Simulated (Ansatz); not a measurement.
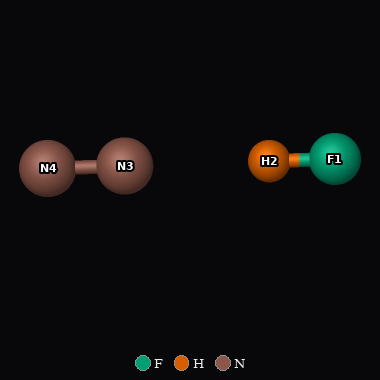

The system is the pair FH···N₂; the picture shows the reference structure. 
- The turn is about an axis along (−1.00, 0.06, 0.04) in the frame of the relaxed pair, normal to the line between the partners.
- First axis: distance N3···H2. Second axis: turn of F1, H2 about its own atom H2.
- Grid: 15 × 15 points; 173 points were computed and 19 follow by symmetry. At 33 points there is no value (left out of the scan, as a rule where atoms come close).
- Points are written as (first, second).
- All energies are given in kJ/mol relative to the two partners far apart, frozen as in the relaxed pair, each in its own basis (no counterpoise correction).
- Theory: RKS B3LYP-D4/def2-TZVPD (Ansatz 0.2.0).

Its coordinates:

```xyz
4

F    -0.0836   -0.1171   -1.9870
H    -0.0446   -0.0623   -1.0601
N     0.0413    0.0580    0.9801
N     0.0869    0.1214    2.0670
```

The input of one point:

```yaml
crystal:
  periodic: [false, false, false]
  atoms:
    - { symbol: F, position_ang: [-0.094854, -0.308658, -1.959321] }
    - { symbol: H, position_ang: [-0.044779, -0.062606, -1.064519] }
    - { symbol: "N", position_ang: [0.041254, 0.057995, 0.980121] }
    - { symbol: "N", position_ang: [0.086941, 0.121356, 2.067033] }
basis:
  gaussian: { orbitals: def2-TZVPD }
hamiltonian:
  xc: { name: B3LYP }
  dispersion: d4
output:
  forces: true
```

Range: distance N3···H2 from 1.718 to 3.118 Å; turn of F1, H2 about its own atom H2 from −180 to 156°.

Predict the map.

Answer. The lowest grid point is at (2.050 Å, −12°), −10 kJ/mol from the two partners far apart, frozen as in the relaxed pair, each in its own basis (no counterpoise correction). It is the only kind of minimum in the scanned range. The highest grid point, (1.961 Å, −132°), lies 547 kJ/mol above the lowest. At the highest point the unbonded atoms F1···N3 come to 1.51 Å, against 2.97 Å at the lowest; the sum of their van der Waals radii is about 3.1 Å.

| second ↓, first → | 1.718 | 1.753 | 1.810 | 1.880 | 1.961 | 2.050 | 2.146 | 2.249 | 2.358 | 2.472 | 2.592 | 2.717 | 2.847 | 2.980 | 3.118 |
| --- | --- | --- | --- | --- | --- | --- | --- | --- | --- | --- | --- | --- | --- | --- | --- |
| 156 | – | – | – | – | – | – | – | – | 468 | 317 | 207 | 132 | 81 | 49 | 28 |
| 132 | – | – | – | – | 537 | 421 | 317 | 231 | 162 | 110 | 73 | 47 | 29 | 18 | 10 |
| 108 | 298 | 270 | 229 | 186 | 145 | 109 | 79 | 56 | 38 | 25 | 16 | 9 | 5 | 3 | 1 |
| 84 | 91 | 80 | 65 | 50 | 36 | 25 | 16 | 10 | 5 | 2 | 0 | −1 | −1 | −2 | −1 |
| 60 | 27 | 23 | 16 | 10 | 5 | 1 | −1 | −3 | −4 | −4 | −4 | −4 | −3 | −3 | −3 |
| 36 | 5 | 2 | −1 | −4 | −6 | −7 | −8 | −8 | −7 | −7 | −6 | −5 | −4 | −4 | −3 |
| 12 | −4 | −5 | −7 | −9 | −10 | −10 | −10 | −9 | −9 | −8 | −7 | −6 | −5 | −4 | −4 |
| −12 | −4 | −5 | −7 | −9 | −10 | −10 | −10 | −9 | −9 | −8 | −7 | −6 | −5 | −4 | −4 |
| −36 | 5 | 2 | −1 | −4 | −6 | −7 | −8 | −8 | −7 | −7 | −6 | −5 | −4 | −4 | −3 |
| −60 | 27 | 23 | 16 | 10 | 5 | 1 | −1 | −3 | −4 | −4 | −4 | −4 | −3 | −3 | −3 |
| −84 | 91 | 80 | 65 | 50 | 36 | 25 | 16 | 10 | 5 | 2 | 0 | −1 | −1 | −2 | −1 |
| −108 | 298 | 270 | 229 | 186 | 145 | 109 | 79 | 56 | 38 | 25 | 16 | 9 | 5 | 3 | 1 |
| −132 | – | – | – | – | 537 | 421 | 317 | 231 | 162 | 110 | 73 | 47 | 29 | 18 | 10 |
| −156 | – | – | – | – | – | – | – | – | 468 | 317 | 207 | 132 | 81 | 49 | 28 |
| −180 | – | – | – | – | – | – | – | – | – | 455 | 296 | 187 | 114 | 68 | 39 |

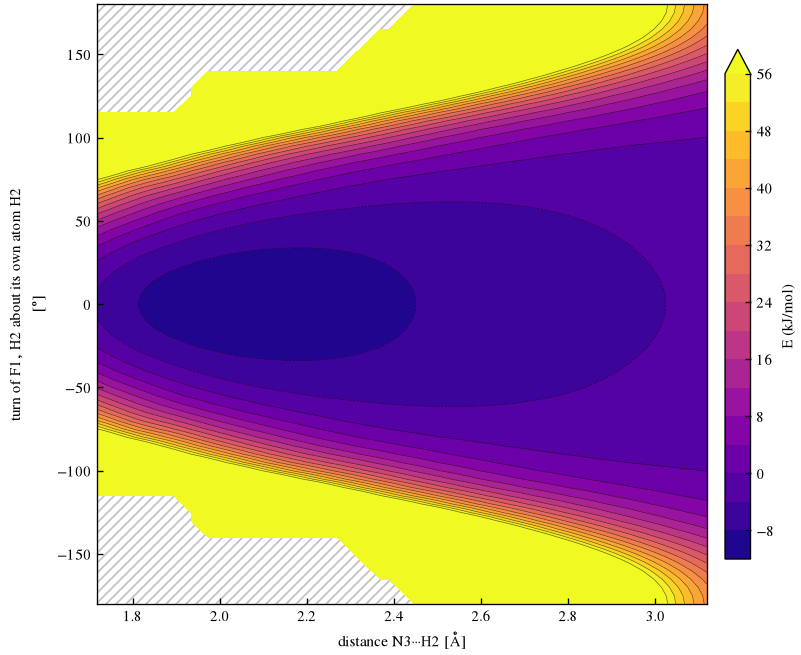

In the figure: filled contours, one colour for all values above the top of the scale, hatched blanks where no value was computed. Between grid points the surface is interpolated.

Time for the 173 points that were run: 2.5 min on 1 thread of AMD EPYC 9R45 96-Core Processor (Zen 5), with other jobs on the host.
